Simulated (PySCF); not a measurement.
# C7H5ClN (doublet): what the fields show

```yaml
atoms:
  - { symbol: N, position_ang: [2.8855, -0.2489, 1.5917] }
  - { symbol: C, position_ang: [2.2588, -0.3338, 0.6406] }
  - { symbol: C, position_ang: [1.4352, -0.4288, -0.5429] }
  - { symbol: C, position_ang: [0.0122, -0.1477, -0.1896] }
  - { symbol: C, position_ang: [-1.0289, -0.9907, -0.1242] }
  - { symbol: C, position_ang: [-2.2425, -0.2569, 0.2613] }
  - { symbol: C, position_ang: [-1.9031, 1.0150, 0.3903] }
  - { symbol: C, position_ang: [-0.4563, 1.2469, 0.1810] }
  - { symbol: Cl, position_ang: [-0.1034, 2.4084, -1.1287] }
  - { symbol: H, position_ang: [1.7968, 0.3047, -1.2717] }
  - { symbol: H, position_ang: [1.5319, -1.4331, -0.9637] }
  - { symbol: H, position_ang: [-1.0211, -2.0473, -0.3264] }
  - { symbol: H, position_ang: [-3.2056, -0.7123, 0.3815] }
  - { symbol: H, position_ang: [0.0397, 1.6242, 1.0786] }
```

Geometry: GFN2-xTB.

These are results of UKS B3LYP, pcH-1 on C Cl H N, non-relativistic, mean-field spin-orbit, GIAO in PySCF 2.14.0, density-fitted response routines, not measurements.

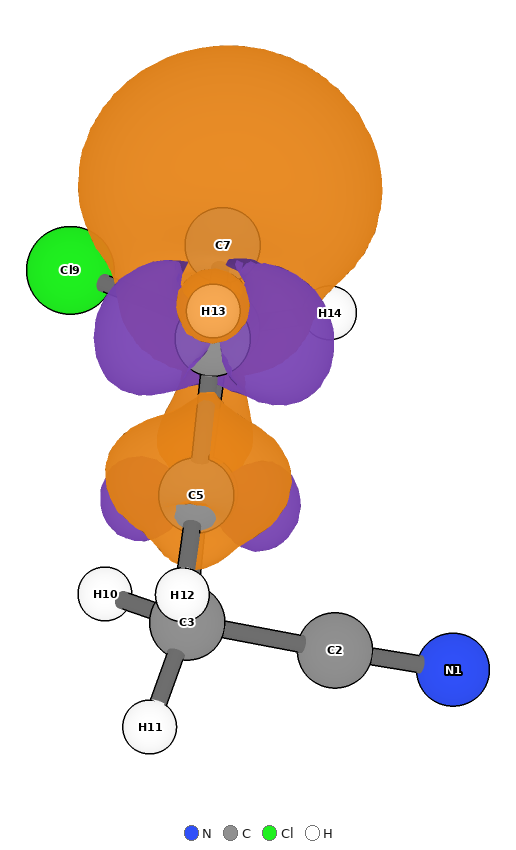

Figure 1. Isosurfaces of the spin density at +0.015 (orange) and −0.015 e/Å³ (purple), seen at an oblique angle.

**Which atoms carry the spin?**

The unpaired spin (1 electron) lies mostly on C7 (about 0.8) and C8 (about 0.1), in electrons by Hirshfeld's partition.

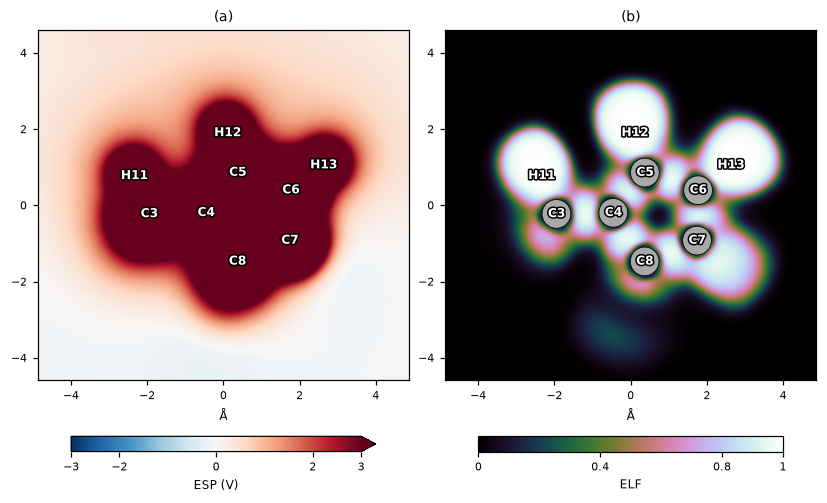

Figure 2. (a) molecular electrostatic potential; (b) ELF on the plane of atoms C3, C4 and C8. Grey discs cover the atomic cores in the ELF map.

**Describe what can be read from this map.**

Atoms in the plane: C and H. C–C (1.32 Å): the ELF peaks at about 0.90 between the atoms; a multiple bond. C–H (1.07 Å): the ELF climbs to about 1 towards the hydrogen, as it does in any bond to H: an ordinary covalent bond to hydrogen. C–C (1.47 Å): the ELF peaks at about 0.95 between the atoms; a covalent bond. C–C (1.49 Å): the ELF peaks at about 0.95 between the atoms; a covalent bond. The ELF also peaks beside C7, away from the bonds: non-bonding electrons, paired or unpaired. The potential has no marked negative region in this plane.

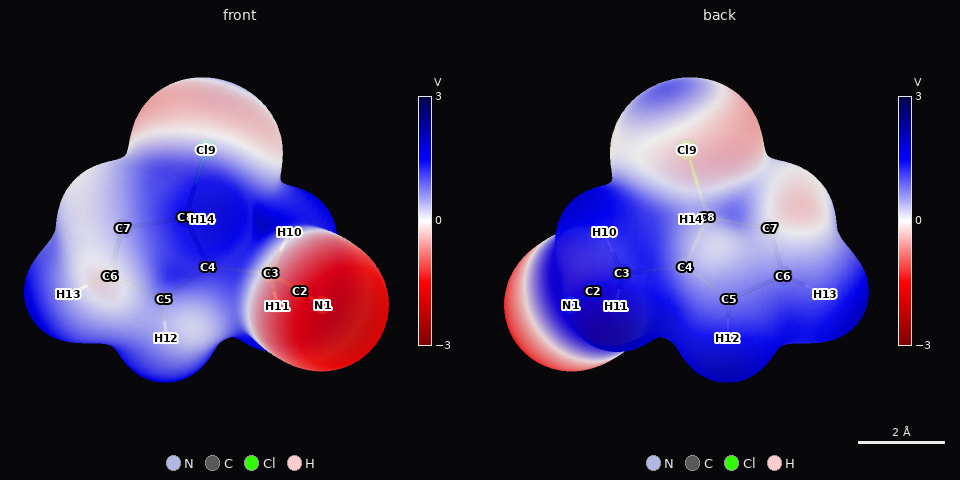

Figure 3. The electrostatic potential painted on the density surface at 0.004 e/bohr³, seen from the front and from behind; red is negative and blue positive.

**Which sites attract a positive test charge, and which a negative one?**

A positive charge is drawn to the negative regions and a negative charge to the positive ones. The most negative region (about −2.0 V, or −46 kcal/mol for a unit charge) lies over N1, the most positive (about +2.1 V, or +48 kcal/mol for a unit charge) over H11 and H12. Cl9 shows a σ-hole: about +0.9 V, or +21 kcal/mol for a unit charge at the tip opposite its bond, against about −0.1 V on its flanks. N1 is the likeliest acceptor of a hydrogen bond.
